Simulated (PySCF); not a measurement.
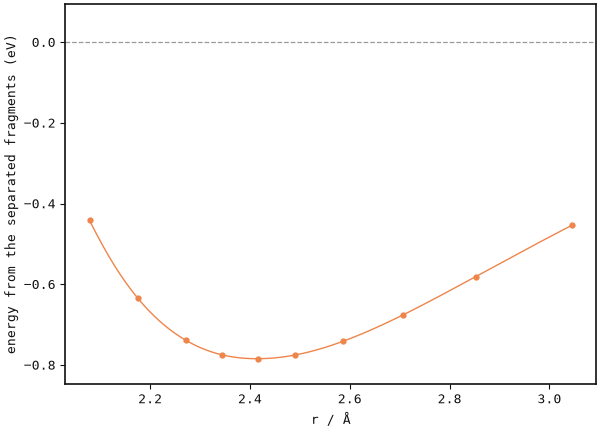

Bond curve of BeAl, doublet (excess alpha electrons: πy +1). PBE0/def2-TZVP with PySCF, UKS. One reference determinant with the occupation held, the lowest that a PBE0 search over spins and occupations found; no spin-orbit coupling. Zero is the separated fragments in their ground configurations, without counterpoise. 2 further points of the run are not drawn.

> What constants does a Dunham fit to the curve give (main isotopes)?

re = 2.414 Å, ωe = 384 cm⁻¹, De = 0.78 eV, Be = 0.428 cm⁻¹.

> How stiff is the bond?

The force constant is 0.59 mdyn/Å, which gives ωe = 384 cm⁻¹.

> Give the computed points.

```
r (Å)  E (eV)
2.079   −0.44
2.175   −0.63
2.272   −0.74
2.345   −0.78
2.417   −0.78
2.490   −0.78
2.586   −0.74
2.707   −0.68
2.852   −0.58
3.045   −0.45
```

Note: lowest determinant of a PBE0 search, another state may lie lower.
